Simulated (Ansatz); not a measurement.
Ta3N4 (space group P-43m, No. 215): the geometry relaxed with DFT PBE, scalar-relativistic, plane waves, PAW (Ansatz 0.2.0); the starting structure was generated, so it need not be a known form of this composition.

```
Ta N
1.0
     4.68715    0.00000    0.00000
     0.00000    4.68715    0.00000
     0.00000    0.00000    4.68715
Ta N
3 4
Direct
  0.00000 0.00000 0.50000
  0.50000 0.00000 0.00000
  0.00000 0.50000 0.00000
  0.75761 0.24239 0.24239
  0.24239 0.75761 0.24239
  0.24239 0.24239 0.75761
  0.75761 0.75761 0.75761
```

Describe how the polyhedra about Ta are linked (bonds: N–Ta below 2.3 Å).

Ta: TaN4 tetrahedron, sharing corners with eight neighbours.

They form a three-dimensional framework of corner-sharing tetrahedra.

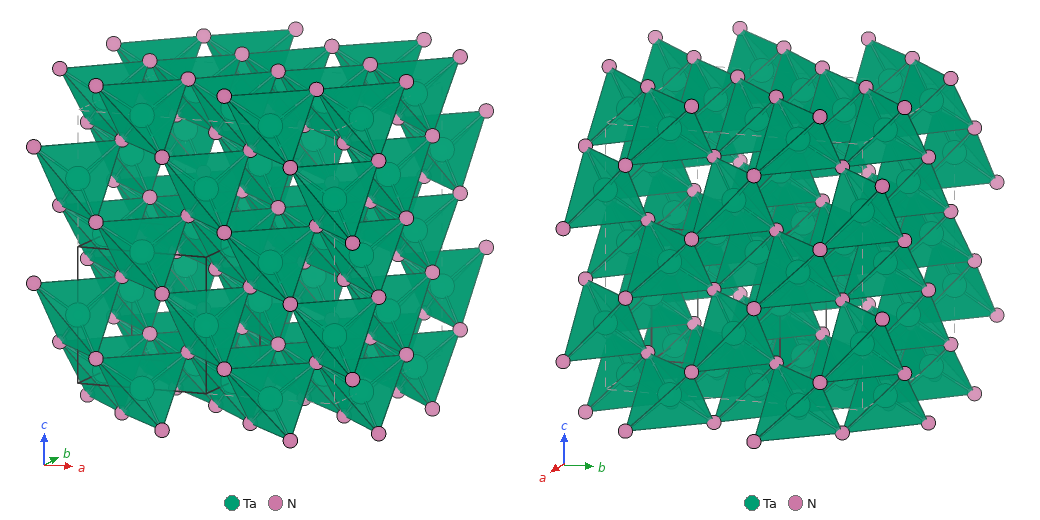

Polyhedra are drawn about Ta (bonds: N–Ta below 2.3 Å); other atoms are plain spheres. Two views of the same piece.
